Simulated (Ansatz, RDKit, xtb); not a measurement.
# Isomers of C3H4ClFO, a sample narrowed down, part 2 of 2

A sample of isomers of C3H4ClFO is drawn. Aim: find which of them has the lowest free energy at 298.15 K, then its properties. The sample is small against all isomers, and the most stable one of this formula need not be in it.

xtb, Ansatz and PySCF; isolated molecules.

### Step 7. Harmonic analysis of the finalists

The lowest few go on as finalists. Harmonic vibrations at PBE-D3(BJ)/def2-SVP test each finalist and give the zero-point energy and the thermal terms. The first, c299a:

input.yaml reads:

```yaml
basis:
  gaussian:
    orbitals: def2-SVP
crystal:
  periodic: [false, false, false]
  atoms:
    - symbol: C
      position_ang: [-0.751025, -0.929732, -0.448623]
    - symbol: C
      position_ang: [0.833267, 0.383378, -0.646460]
    - symbol: C
      position_ang: [0.284020, -0.718155, -1.568839]
    - symbol: Cl
      position_ang: [1.356408, -2.080490, -1.976026]
    - symbol: F
      position_ang: [-2.053606, -0.785792, -0.842336]
    - symbol: O
      position_ang: [-0.285777, 0.206359, 0.256256]
    - symbol: H
      position_ang: [-0.673391, -1.878508, 0.132024]
    - symbol: H
      position_ang: [0.883189, 1.410868, -1.065679]
    - symbol: H
      position_ang: [1.803681, 0.120143, -0.174286]
    - symbol: H
      position_ang: [-0.195613, -0.349889, -2.494948]
hamiltonian:
  xc: pbe
  dispersion: d3bj
scf:
  lower_state_search: off
phonons: {}
```

Command:

```console
$ ansatz run input.yaml --threads 2 --pin off --max-ram 5220MiB --events-out events.jsonl --progress --plain --runs-dir runs
```

Output (excerpt; [...] marks lines left out):

```text
Warning: RAYON_NUM_THREADS=2 ignored (pool sized by the plan → 2); use --threads N
Functional definition: PBE
  name "PBE"
[...]
1192 factors; their error is unknown
[...]
mean field -20437.92872134 eV, -751.0800271838 hartree, gradient 5.0e-6 eV, S^2 0.000000; 0 other end points of the search recorded, 0 dependent functions left out
[...]
reference -20437.92874779 eV, -751.0800281557 hartree; 28, 28 occupied and 80, 80 virtual orbitals, 1192 factors
[...]
1192 factors; their error is unknown
mean field -20437.92855266 eV, -751.0800209848 hartree, gradient 2.9e-6 eV, S^2 0.000000; 0 other end points of the search recorded, 0 dependent functions left out
[...]
reference -20437.92857911 eV, -751.0800219569 hartree; 28, 28 occupied and 80, 80 virtual orbitals, 1192 factors
[...]
1192 factors; their error is unknown
[...]
Atom 3 at     1.356408    -2.080490    -1.976026 Å, force     0.000278    -0.000643    -0.000326 eV/Å
Atom 4 at    -2.053606    -0.785792    -0.842336 Å, force    -0.000813    -0.000298     0.000189 eV/Å
Atom 5 at    -0.285777     0.206359     0.256256 Å, force     0.000471     0.000796     0.001053 eV/Å
Atom 6 at    -0.673391    -1.878508     0.132024 Å, force     0.000367    -0.000072     0.000150 eV/Å
Atom 7 at     0.883189     1.410868    -1.065679 Å, force    -0.000632     0.001400     0.000906 eV/Å
Atom 8 at     1.803681     0.120143    -0.174286 Å, force     0.000347    -0.000189     0.000547 eV/Å
Atom 9 at    -0.195613    -0.349889    -2.494948 Å, force    -0.000722    -0.000623     0.000746 eV/Å
Dipole moment:     0.238714     0.092097    -0.132720 e Å
Vibrations: 73.89 225.76 277.55 378.69 529.84 628.09 813.18 934.66 978.59 1005.08 1026.79 1078.77 1094.85 1123.38 1175.51 1215.88 1232.82 1316.03 1350.27 1449.27 2968.82 2977.20 3036.70 3064.38 cm⁻¹, zero-point energy 1.857034 eV
Checks for a lower state left out: stability, starts, cluster_reference, orbital_swaps, neighbouring_geometries, increment
```

Wall time 69 s (2 threads of Arm Neoverse V2, shared host); peak memory 0.14 GiB.

### Step 8. Zero-point energy and free-energy terms

At 298.15 K and 1 atm, ideal gas, rigid rotor and harmonic oscillator:

```tsv
label	SMILES	spin	point group	lowest mode (cm⁻¹)	zero-point (kcal/mol)	G − E (kcal/mol)
c299a	F[C@@H]1OC[C@H]1Cl	singlet	C1	74	42.8	23.3
c109a	F[C@@H]1OC[C@@H]1Cl	singlet	C1	98	43.0	23.7
c514a	FC1(Cl)COC1	singlet	Cs	57	42.3	23.2
```

Chiral structures get −RT ln 2 for their mirror image.

### Step 9. Last filter: a higher level

Each finalist gets a single point at CCSD(T)/def2-SVP + MP2/def2-TZVPP - MP2/def2-SVP.

c299a, CCSD(T)/def2-SVP:

input.yaml reads:

```yaml
basis:
  gaussian: {orbitals: def2-SVP}
crystal:
  periodic: [false, false, false]
  atoms:
    - {symbol: C, position_ang: [-0.751025, -0.929732, -0.448623]}
    - {symbol: C, position_ang: [0.833267, 0.383378, -0.646460]}
    - {symbol: C, position_ang: [0.284020, -0.718155, -1.568839]}
    - {symbol: Cl, position_ang: [1.356408, -2.080490, -1.976026]}
    - {symbol: F, position_ang: [-2.053606, -0.785792, -0.842336]}
    - {symbol: O, position_ang: [-0.285777, 0.206359, 0.256256]}
    - {symbol: H, position_ang: [-0.673391, -1.878508, 0.132024]}
    - {symbol: H, position_ang: [0.883189, 1.410868, -1.065679]}
    - {symbol: H, position_ang: [1.803681, 0.120143, -0.174286]}
    - {symbol: H, position_ang: [-0.195613, -0.349889, -2.494948]}
correlation: {method: ccsd_t, frozen_orbitals: {O: 1, H: 0, Cl: 5, F: 1, C: 1}}
```

Command:

```console
$ ansatz run input.yaml --threads 2 --pin off --max-ram 5220MiB --events-out events.jsonl --progress --plain --runs-dir runs
```

Output (excerpt; [...] marks lines left out):

```text
Warning: RAYON_NUM_THREADS=2 ignored (pool sized by the plan → 2); use --threads N
Functional definition: HF
  name "HF"
[...]
1066 factors; integrals over basis functions are off by at most 1.2e-3 eV
[...]
mean field -20389.92401651 eV, -749.3158868198 hartree, gradient 2.1e-6 eV, S^2 0.000000; 0 other end points of the search recorded, 0 dependent functions left out
10 core orbitals not correlated: weight in the atoms' cores, before any rotation towards them, 1.000 or more for the frozen orbitals, at most 0.000 for the correlated occupied ones
reference -20389.92401651 eV, -749.3158868198 hartree; 18, 18 occupied and 80, 80 virtual orbitals, 1066 factors
second order -24.55291957 eV of doubles, -0.00000000 eV of singles
cycle   1  -25.05342459 eV  change   -5.0e-1 eV  update   1.1e-1
[...]
cycle   9  -25.77332112 eV  change   -1.9e-5 eV  update   2.4e-5
perturbative correction -0.71315752 eV, -0.0262080553 hartree
Total energy: -20416.41049514 eV, -750.2892469563 hartree
```

Run time: 13 s. Hardware: 2 threads of Arm Neoverse V2, shared host; peak memory 0.54 GiB.

### Step 10. c299a at MP2/def2-TZVPP

input.yaml: that of step 9 with these lines changed.

```diff
@@ -1,3 +1,4 @@
 basis:
-  gaussian: {orbitals: def2-SVP}
+  gaussian:
+    orbitals: def2-TZVPP
 crystal:
@@ -15,2 +16,4 @@
     - {symbol: H, position_ang: [-0.195613, -0.349889, -2.494948]}
-correlation: {method: ccsd_t, frozen_orbitals: {O: 1, H: 0, Cl: 5, F: 1, C: 1}}
+correlation:
+  method: mp2
+  frozen_orbitals: {O: 1, H: 0, Cl: 5, F: 1, C: 1}
```

Command:

```console
$ ansatz run input.yaml --threads 2 --pin off --max-ram 5220MiB --events-out events.jsonl --progress --plain --runs-dir runs
```

Output:

```text
Warning: RAYON_NUM_THREADS=2 ignored (pool sized by the plan → 2); use --threads N
Functional definition: HF
  name "HF"
  exchange = exact_x
  correlation = 0
1560 factors; integrals over basis functions are off by at most 1.0e-3 eV
mean field evaluation 1: about -20400.4113 eV, gradient 3.6e1 eV
mean field evaluation 2: about -20400.7534 eV, gradient 3.6e1 eV
mean field evaluation 4: about -20403.6604 eV, gradient 4.7e0 eV
mean field evaluation 8: about -20403.7275 eV, gradient 3.5e-1 eV
mean field -20403.72800790 eV, -749.8231741468 hartree, gradient 5.9e-6 eV, S^2 0.000000; 0 other end points of the search recorded, 0 dependent functions left out
10 core orbitals not correlated: weight in the atoms' cores, before any rotation towards them, 1.000 or more for the frozen orbitals, at most 0.000 for the correlated occupied ones
reference -20403.72800790 eV, -749.8231741468 hartree; 18, 18 occupied and 225, 225 virtual orbitals, 1560 factors
second order -31.63218305 eV of doubles, -0.00000000 eV of singles
Total energy: -20435.36019096 eV, -750.9856354330 hartree
```

It took 6.3 s on 2 threads of Arm Neoverse V2, shared host; peak memory 0.67 GiB.

### Step 11. c109a at CCSD(T)/def2-SVP

input.yaml reads:

```yaml
crystal:
  periodic: [false, false, false]
  atoms:
    - {symbol: C, position_ang: [0.780401, 0.987782, -0.392837]}
    - {symbol: C, position_ang: [1.206615, -1.026389, -0.579836]}
    - {symbol: C, position_ang: [1.615629, 0.191043, -1.425543]}
    - {symbol: Cl, position_ang: [3.339980, 0.583728, -1.583853]}
    - {symbol: F, position_ang: [1.545309, 1.644207, 0.536656]}
    - {symbol: O, position_ang: [0.229915, -0.206135, 0.116128]}
    - {symbol: H, position_ang: [0.005820, 1.700874, -0.753337]}
    - {symbol: H, position_ang: [2.010919, -1.393263, 0.093289]}
    - {symbol: H, position_ang: [0.733965, -1.876917, -1.112854]}
    - {symbol: H, position_ang: [1.159087, 0.201296, -2.432891]}
basis:
  gaussian:
    orbitals: def2-SVP
correlation:
  method: ccsd_t
  frozen_orbitals: {O: 1, H: 0, Cl: 5, F: 1, C: 1}
```

Command:

```console
$ ansatz run input.yaml --threads 2 --pin off --max-ram 5220MiB --events-out events.jsonl --progress --plain --runs-dir runs
```

Output (excerpt; [...] marks lines left out):

```text
Warning: RAYON_NUM_THREADS=2 ignored (pool sized by the plan → 2); use --threads N
Functional definition: HF
  name "HF"
[...]
1067 factors; integrals over basis functions are off by at most 1.2e-3 eV
[...]
mean field -20389.87298526 eV, -749.3140114562 hartree, gradient 2.1e-6 eV, S^2 0.000000; 0 other end points of the search recorded, 0 dependent functions left out
10 core orbitals not correlated: weight in the atoms' cores, before any rotation towards them, 1.000 or more for the frozen orbitals, at most 0.000 for the correlated occupied ones
reference -20389.87298526 eV, -749.3140114562 hartree; 18, 18 occupied and 80, 80 virtual orbitals, 1067 factors
second order -24.58314791 eV of doubles, -0.00000000 eV of singles
cycle   1  -25.07192985 eV  change   -4.9e-1 eV  update   1.1e-1
[...]
cycle   9  -25.79781163 eV  change   -1.9e-5 eV  update   2.3e-5
perturbative correction -0.71738971 eV, -0.0263635855 hartree
Total energy: -20416.38818660 eV, -750.2884271326 hartree
```

Run time: 13 s. Hardware: 2 threads of Arm Neoverse V2, shared host; peak memory 0.54 GiB.

### Step 12. Free energies and the winner

Energies in kcal/mol from c299a; G adds the thermal terms to the CCSD(T)/def2-SVP + MP2/def2-TZVPP - MP2/def2-SVP energy. The columns left of the relaxed level are at the tight-binding geometries.

```tsv
label	SMILES	spin	GFN2-xTB	HF/STO-3G	r2SCAN-D4/def2-SVP	PBE-D3(BJ)/def2-SVP	HF/def2-SVP	MP2/def2-SVP	CCSD(T)/def2-SVP + MP2/def2-TZVPP - MP2/def2-SVP	G	share at equilibrium	T1
c299a	F[C@@H]1OC[C@H]1Cl	singlet	0.0	0.0	0.0	0.0	0.0	0.0	0.0	0.0	86.1 %	0.011
c109a	F[C@@H]1OC[C@@H]1Cl	singlet	2.3	0.7	0.5	0.8	1.2	0.5	0.7	1.1	13.9 %	0.011
c514a	FC1(Cl)COC1	singlet	3.9	1.7	6.8	6.8	8.3	7.9	7.4	7.3	< 0.1 %	0.011
```

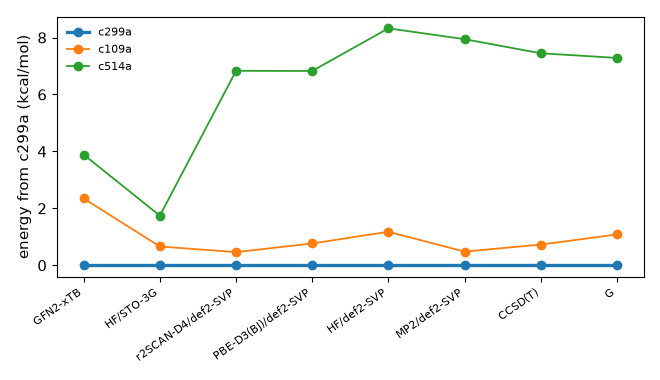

The finalists at each level, measured from c299a.

Lowest found: c299a, `F[C@@H]1OC[C@H]1Cl`, a singlet of point group C1. Bond lengths: C1–C3 1.540 Å, C2–C3 1.538 Å, C3–Cl4 1.781 Å, C1–F5 1.368 Å, C1–O6 1.416 Å, C2–O6 1.449 Å, C1–H7 1.115 Å, C2–H8 1.111 Å, C2–H9 1.111 Å, C3–H10 1.106 Å. Some angles: C1–C3–C2 84.4°, C1–C3–Cl4 117.8°, C2–C3–Cl4 118.0°, C3–C1–F5 114.6°, C3–C1–O6 91.8°, F5–C1–O6 111.8°, C3–C2–O6 90.6°, C1–O6–C2 92.4°, C1–C3–H10 111.3°, C2–C3–H10 114.7°.

```xyz
10

C    -0.7510   -0.9297   -0.4486
C     0.8333    0.3834   -0.6465
C     0.2840   -0.7182   -1.5688
Cl    1.3564   -2.0805   -1.9760
F    -2.0536   -0.7858   -0.8423
O    -0.2858    0.2064    0.2563
H    -0.6734   -1.8785    0.1320
H     0.8832    1.4109   -1.0657
H     1.8037    0.1201   -0.1743
H    -0.1956   -0.3499   -2.4949
```

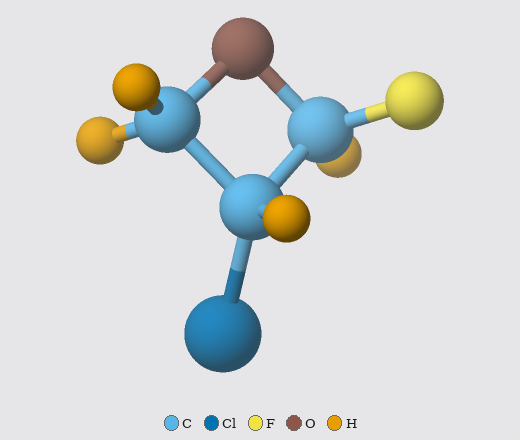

The lowest structure found, seen from a chosen angle (carbon blue, chlorine blue, fluorine yellow, oxygen brown, hydrogen amber).

### Step 13. What came out

The summary covers parts 1 to 2.

| quantity | value |
| --- | --- |
| lowest structure found | F[C@@H]1OC[C@H]1Cl, singlet, C1 |
| next finalist | F[C@@H]1OC[C@@H]1Cl, singlet, 1.1 kcal/mol higher in G |
| share at equilibrium, among the finalists | 86.1 % |
| funnel | 3 starts, 3 minima at GFN2-xTB from these starts (5 with those found later), 5 screening runs, 3 relaxed, 3 ranked |
| CPU time of all runs | 11 min |
| harmonic wavenumbers, lowest and highest (PBE-D3(BJ)/def2-SVP) | 74 and 3064 cm⁻¹ |
| rotational constants, same geometry | 0.1685, 0.06723, 0.0526 cm⁻¹ |

In words: `F[C@@H]1OC[C@H]1Cl` comes out lowest. The next finalist is drawn with the same bonds. At 1.1 kcal/mol the two aren't resolved. GFN2-xTB, HF/STO-3G, r2SCAN-D4/def2-SVP, PBE-D3(BJ)/def2-SVP, HF/def2-SVP and MP2/def2-SVP already put its bonding pattern lowest among the structures in one piece. The largest share of the time went into the vibrations (64 % of the CPU time that the search's summary counts). Lowest found is not proven lowest: the search is finite, and each finalist counts with one conformer. Only 3 drawn patterns were tried, so whole families of isomers are missing, and the result ranks this sample alone.
